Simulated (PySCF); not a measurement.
# One shape, several levels: triplet HBr

Aim: a comparison of 3 runs (U-r2SCAN/cc-pVTZ, U-revPBE/cc-pVTZ, UPBE0/cc-pVTZ) of triplet HBr. Input form: a Python script.

Program for the calculation: PySCF 2.14.0.

4 further runs of the same task are left out: 4 set aside as unsound or not needed. Runs told in other sessions of the task aren't counted.

## 1. Starting point

HBr: 2 atoms, total charge 0, spin state triplet. As SMILES of the parent species, `Br`. The coordinates come from a GFN2-xTB relaxation. That shape belongs to the parent species and isn't relaxed for this state.

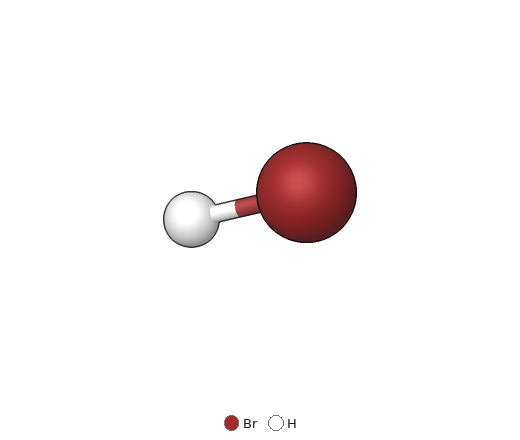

The structure, seen from a chosen angle (bromine red, hydrogen white).

## 2. A single-point energy at U-r2SCAN/cc-pVTZ (run 1)

File run.py:

```python
from pyscf import gto, dft

mol = gto.Mole()
mol.atom = '''
Br    -1.124198     0.406197    -0.568505
H      1.124198    -0.406197     0.568505
'''
mol.basis = 'cc-pvtz'
mol.spin = 2
mol.unit = 'bohr'
mol.verbose = 3
mol.max_memory = 1860
mol.build()

mf = dft.UKS(mol)
mf.xc = 'r2scan'
mf.grids.level = 5
mf.conv_tol = 1e-10
mf.kernel()
if not mf.converged:
    mf = mf.newton().run(mf.mo_coeff, mf.mo_occ)

energy = mf.e_tot
print(f'total energy: {energy:.8f} hartree')
```

Command:

```console
$ OMP_NUM_THREADS=1 python run.py
```

Output:

```text
WARN: HOMO -0.0277739289179841 >= LUMO -0.315141745751482

WARN: HOMO -0.0740312563911685 >= LUMO -0.325585285109115

WARN: HOMO -0.0729986968670264 >= LUMO -0.291262205163856

WARN: HOMO -0.0759106424313671 >= LUMO -0.289674488586075

WARN: HOMO -0.0761680656654811 >= LUMO -0.288826942517301

WARN: HOMO -0.0757301361727141 >= LUMO -0.288568610083705

WARN: HOMO -0.0757908237390561 >= LUMO -0.288571755991855

WARN: HOMO -0.0757843111415806 >= LUMO -0.288565223668781

WARN: HOMO -0.0757857909297472 >= LUMO -0.288566569141237

WARN: HOMO -0.0757857110891598 >= LUMO -0.28856637818066

converged SCF energy = -2574.55148459012  <S^2> = 2.0052459  2S+1 = 3.0034952
total energy: -2574.55148459 hartree
```

It took 3.3 s on 1 thread of AMD EPYC 9R45 (Zen 5), shared host; peak memory 0.32 GiB.

## 3. The energy at U-revPBE/cc-pVTZ (run 2)

File run.py:

```python
from pyscf import gto, dft

mol = gto.M(
    atom='''
Br      -0.594900       0.214950      -0.300840
H        0.594900      -0.214950       0.300840
''',
    verbose=4,
    spin=2,
    charge=0,
    basis='cc-pvtz',
    max_memory=1860,
)

mf = dft.UKS(mol)
mf.xc = 'revpbe'
mf.grids.level = 5
mf.conv_tol = 1e-10
mf.kernel()
if not mf.converged:
    mf = mf.newton().run(mf.mo_coeff, mf.mo_occ)

energy = mf.e_tot
print('Final energy', energy)
```

Command:

```console
$ OMP_NUM_THREADS=1 python run.py
```

Output:

```text
PySCF version 2.14.0

[... 52 lines left out ...]
[... the frontier-level lines of each cycle are left out ...]
[... 7 lines left out ...]
[... 11 lines left out ...]
[... 11 lines left out ...]
[... 11 lines left out ...]
[... 1 line left out ...]
cycle= 8 E= -2574.35108516446  delta_E= -8.96e-10  |g|= 6.27e-06  |ddm|= 0.000128


cycle= 9 E= -2574.35108516449  delta_E= -2.46e-11  |g|= 1.48e-06  |ddm|= 3.34e-05


Extra cycle  E= -2574.35108516449  delta_E= -9.09e-12  |g|= 1.45e-06  |ddm|= 7.73e-06
converged SCF energy = -2574.35108516449  <S^2> = 2.0029566  2S+1 = 3.0019704
Final energy -2574.3510851644946
```

It took 2.1 s on 1 thread of AMD EPYC 9R45 (Zen 5), shared host; peak memory 0.28 GiB.

## 4. A single-point energy at UPBE0/cc-pVTZ (run 3)

File calc.py:

```python
from pyscf import gto, dft

system = gto.M(
    atom='''
Br    -1.124198     0.406197    -0.568505
H      1.124198    -0.406197     0.568505
''',
    spin=2,
    unit='bohr',
    basis='cc-pvtz',
    max_memory=1860,
    verbose=4,
)

mf = dft.UKS(system, xc='pbe0')
mf.conv_tol = 1e-10
mf.grids.level = 5
mf.kernel()
if not mf.converged:
    mf = mf.newton().run(mf.mo_coeff, mf.mo_occ)

e_final = mf.e_tot
print('Final energy', e_final)
```

Command:

```console
$ OMP_NUM_THREADS=1 python calc.py
```

Output:

```text
PySCF version 2.14.0

[... 49 lines left out ...]
[... the frontier-level lines of each cycle are left out ...]
[... 7 lines left out ...]
[... 11 lines left out ...]
[... 11 lines left out ...]
[... 11 lines left out ...]
[... 1 line left out ...]
cycle= 8 E= -2574.26921754044  delta_E= -4.99e-09  |g|= 8.07e-06  |ddm|= 0.000514


cycle= 9 E= -2574.26921754051  delta_E= -6.37e-11  |g|= 9.36e-07  |ddm|= 2.99e-05


Extra cycle  E= -2574.26921754051  delta_E= -5e-12  |g|= 5.04e-07  |ddm|= 4.06e-06
converged SCF energy = -2574.26921754051  <S^2> = 2.0040996  2S+1 = 3.0027318
Final energy -2574.2692175405127
```

It took 2.1 s on 1 thread of AMD EPYC 9R45 (Zen 5), shared host; peak memory 0.28 GiB.

## 5. All runs side by side

| run | level | energy (Eh) | dipole moment (D) | HOMO energy (eV) | ⟨S²⟩ | wall time |
| --- | --- | --- | --- | --- | --- | --- |
| 1 | U-r2SCAN/cc-pVTZ | -2574.551485 | 1.32 | -2.06 | 2.005 | 3.3 s |
| 2 | U-revPBE/cc-pVTZ | -2574.351085 | 1.32 | -1.81 | 2.003 | 2.1 s |
| 3 | UPBE0/cc-pVTZ | -2574.269218 | 1.34 | -2.78 | 2.004 | 2.1 s |

## 6. Outcome

```
                                 quantity           value
                      run 3: total energy  -2574.26922 Eh
                     run 3: dipole moment          1.34 D
run 3: HOMO energy (highest over α and β)        -2.78 eV
                              run 3: ⟨S²⟩           2.004
```

In words: The dipole moment (its size) runs from 1.32 D (U-revPBE/cc-pVTZ) to 1.34 D (UPBE0/cc-pVTZ). Totals of different functionals can't be ranked against each other. All runs together took 7.6 s, the longest 3.3 s.

Huber and Herzberg's tables give the ground state of this molecule as 1Σ+; the runs here treat another spin state.
